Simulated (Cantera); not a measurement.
Feed: 1 mol Cu, 7 mol HF, 0.93 mol H2, held at 0.730 bar.

Cantera equilibrium calculation (NASA polynomials, part measured and part estimated; ideal gas, pure solids and liquids). Candidate condensed phases: Cu, CuF2; 15 gas species. Kinetics and transport are ignored.

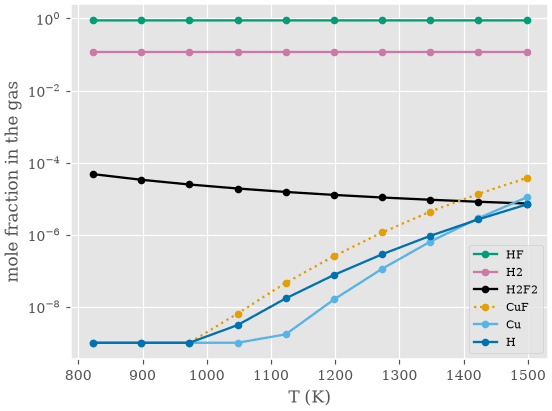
Equilibrium gas composition (values under 1e-9 drawn at 1e-9)

From 823 K to 1348 K the condensed part is Cu(s). From 1423 K to 1498 K the condensed part is Cu(l).
